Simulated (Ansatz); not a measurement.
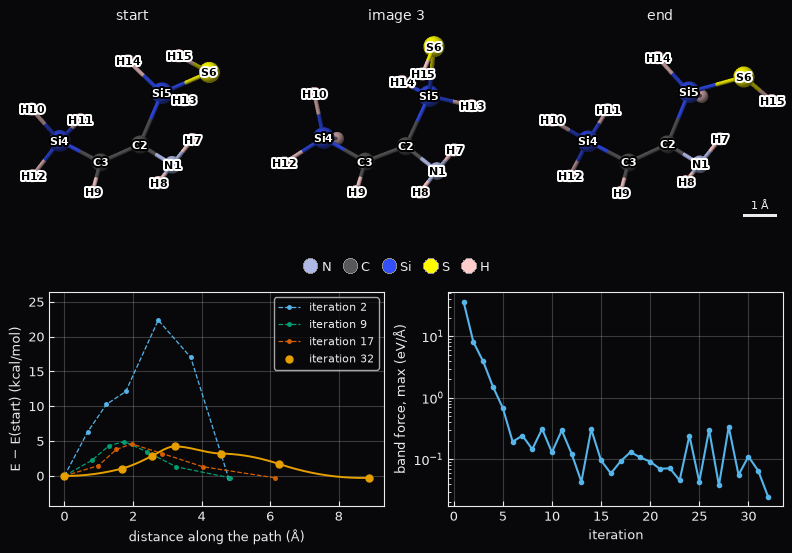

A search for the minimum-energy path of C$_{2}$H$_{9}$NSSi$_{2}$ by the nudged elastic band. Images are numbered from 0 (start) to 6 (end). The plot follows the band through its iterations. A ball-and-stick model, seen at a tilt.

The calculation used Ansatz, RKS revPBE-D4/STO-3G. Run with 5 movable images; climbing image; force threshold 0.05 eV/Å; iteration limit 60; starting path through a guess of the saddle point.

Q: How did the profile develop, and is the result final?

A: The run is converged, with reservations. The band converged in 32 iterations. The largest component of the band force went from 37 to 0.025 eV/Å. The climbing image converged on the top of the path. Its curvatures weren't checked. The first iteration put the highest image at 152.08 kcal/mol. Forward barrier 4.23 kcal/mol, backward barrier 4.51 kcal/mol, with image 3 at the top; the reaction energy is −0.27 kcal/mol.

Limits of the set-up: STO-3G is a minimal basis, so the numbers are rough.
